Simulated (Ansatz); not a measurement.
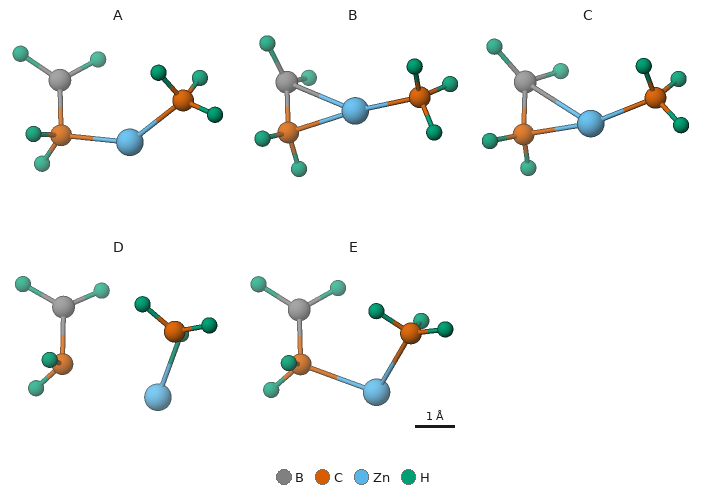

5 geometries from one relaxation of C2H7BZn (coarse preliminary run), in shuffled order. Style: ball-and-stick. Shown at a tilt.

The start comes from a force field.

These are results of Ansatz, RKS PBE-D4/def2-SVP, not measurements. (force threshold 0.03 eV/Å; at most 200 steps)

### Put them in the order of the run, from the start to the converged end.

D, E, A, C, B. They are steps 0, 3, 7, 10, 18, at +5.182 eV, +2.594 eV, +1.001 eV, +0.244 eV relative to the last. The energy falls by 5.182 eV in 17 accepted moves (18 points after the start). The largest force component goes from 2.1 to 0.0046 eV/Å. The line search rejected the trial step at point 17 of the run. The Zn atom moves most after the best rigid fit: 1.92 Å. Largest moves by element: Zn 1.92 Å, H 1.25 Å, B 0.46 Å, C 0.28 Å. Near-neighbour distances that change, for instance: B–Zn 3.403 → 2.514 Å, H–Zn 1.916 → 2.557 Å, C–Zn 2.571 → 1.942 Å, C–Zn 2.618 → 2.013 Å. New bonds form, among them: B–Zn (3.40 → 2.51 Å), C–Zn (2.57 → 1.94 Å), C–Zn (2.62 → 2.01 Å). Among the angles between lasting bonds that change: B–C–H 106.5° → 120.5°, B–C–H 109.9° → 120.5°, H–C–H 114.3° → 107.9°.

Limits of the set-up: the start holds two separate molecules, 2.6 Å apart at their closest, whose relative position is a soft coordinate.
